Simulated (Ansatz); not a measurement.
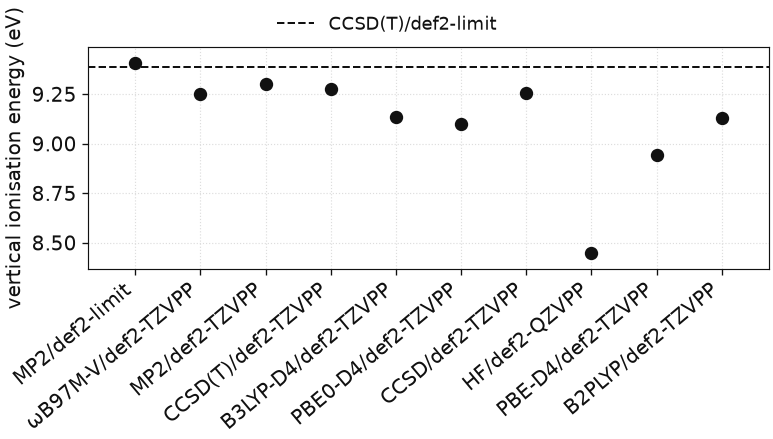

Vertical ionisation energy of AlBSiH₆, SMILES [BH2][AlH][SiH3], singlet, taken as the energy of the cation less that of the neutral at fixed geometry (unrestricted doublet cation, cores frozen in correlated methods, no spin-orbit coupling), the Ansatz code 0.2.0, at a PBE0-D4/def2-TZVP geometry (a minimum by its frequencies). Limit means an estimate of the basis limit from triple and quadruple zeta; for coupled cluster it is either extrapolated directly or built as the MP2 limit plus the step from MP2 in triple zeta. B2PLYP/def2-TZVPP holds a correlation term that converges slowly with the basis, so part of the distance to the limit is basis error. The distance of MP2/def2-TZVPP, CCSD(T)/def2-TZVPP and CCSD/def2-TZVPP to the limit includes basis error.

Question: What range do the values span, the line included?

Answer: From 8.45 eV (HF/def2-QZVPP) to 9.41 eV (MP2/def2-limit).

Question: Which level comes closest to the line (CCSD(T)/def2-limit), and which misses most?

Answer: Closest MP2/def2-limit (9.41 eV), against 9.39 eV; farthest HF/def2-QZVPP (8.45 eV).
